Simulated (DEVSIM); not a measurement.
Structure: Schottky contact on n-type Si, at 400 K.

```csv
layer (left to right),material,thickness (μm),Nd (cm⁻³),τn (s),τp (s)
1,Si,1.90,2.5e17,0.00084,0.0025
```

Left contact: Schottky, work function 4.85 eV, emission velocity 1.9e6 cm/s. Right contact: ohmic. Voltage is applied to the left contact. Recombination: SRH at mid-gap, Auger. Mobility is μmin + (μ − μmin)/(1 + (N/Nref)^α).

Constants are typed, rounded textbook-type inputs, not results; the design itself was drawn at random and stands for no fabricated device. Values at 300 K; Nc and Nv go as T^1.5, mobilities as T to minus their exponent, the gap by Varshni's rule with the affinity fixed.

| parameter | Si |
|---|---|
| gap (eV) | 1.124 |
| affinity (eV) | 4.05 |
| permittivity | 11.7 |
| Nc (cm⁻³) | 2.86e19 |
| Nv (cm⁻³) | 3.1e19 |
| μn (cm²/Vs) | 1417 |
| μp (cm²/Vs) | 470 |
| μn,min | 52 |
| μp,min | 45 |
| Nref,n | 9.7e16 |
| Nref,p | 2.2e17 |
| αn | 0.68 |
| αp | 0.72 |
| T exponent of μn | 2.3 |
| T exponent of μp | 2.2 |
| Cn (cm⁶/s) | 2.8e-31 |
| Cp (cm⁶/s) | 9.9e-32 |
| Varshni α (eV/K) | 0.000473 |
| Varshni β (K) | 636 |

Simulated with DEVSIM: 1D drift-diffusion, Boltzmann statistics, complete ionisation; no tunnelling, impact ionisation, image-force lowering or self-heating. Metal contacts follow the ideal Schottky-Mott rule: no Fermi-level pinning, no interface dipoles.

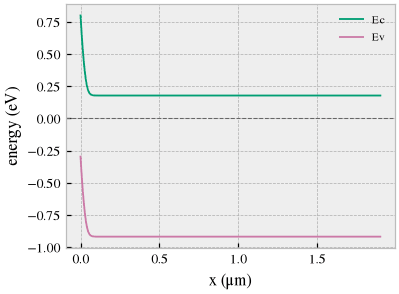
Figure. Band edges at zero bias

Energies count from the Fermi level of the right contact; mesh points crowd at the junctions.

```
x (μm)    Ec (eV)  Ev (eV)  n (cm⁻³)  p (cm⁻³)  field (V/cm)
--------  -------  -------  --------  --------  ------------
0.000       0.800   -0.296     3.7e9    8.8e15       -210000
0.009233    0.620   -0.477    6.9e11    4.7e13       -180000
0.02192     0.426   -0.671    1.9e14    1.7e11       -130000
0.03937     0.260   -0.837    2.3e16     1.4e9        -63000
0.07450     0.181   -0.915    2.3e17     1.4e8         -3100
0.1116      0.178   -0.918    2.5e17     1.3e8           -65
0.1627      0.178   -0.918    2.5e17     1.3e8           ≈ 0
0.2655      0.178   -0.918    2.5e17     1.3e8           ≈ 0
0.3742      0.178   -0.918    2.5e17     1.3e8           ≈ 0
0.5236      0.178   -0.918    2.5e17     1.3e8           ≈ 0
0.7289      0.178   -0.918    2.5e17     1.3e8           ≈ 0
1.093       0.178   -0.918    2.5e17     1.3e8           ≈ 0
1.320       0.178   -0.918    2.5e17     1.3e8           ≈ 0
1.485       0.178   -0.918    2.5e17     1.3e8           ≈ 0
1.641       0.178   -0.918    2.5e17     1.3e8           ≈ 0
1.718       0.178   -0.918    2.5e17     1.3e8           ≈ 0
1.774       0.178   -0.918    2.5e17     1.3e8           ≈ 0
1.815       0.178   -0.918    2.5e17     1.3e8           ≈ 0
1.854       0.178   -0.918    2.5e17     1.3e8           ≈ 0
1.873       0.178   -0.918    2.5e17     1.3e8           ≈ 0
1.887       0.178   -0.918    2.5e17     1.3e8           ≈ 0
1.900       0.178   -0.918    2.5e17     1.3e8           ≈ 0
```
